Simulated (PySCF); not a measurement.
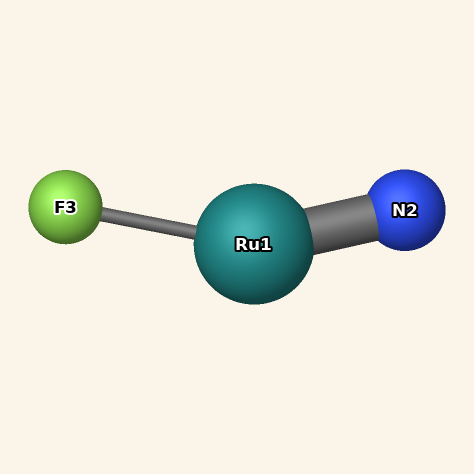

The thickness of each stick grows with its Mayer bond order. Charge 0, singlet. Computed geometry: PBE0/def2-TZVP with core potentials optimisation. Other spin states may lie lower. Computed with PBE0/def2-TZVP, core potentials on Ru (PySCF 2.14.0).

List the Mayer bond orders of Ru1–N2, Ru1–F3.

| bond | Mayer order | length (Å) |
| --- | --- | --- |
| Ru1–N2 | 2.82 | 1.548 |
| Ru1–F3 | 0.62 | 1.914 |
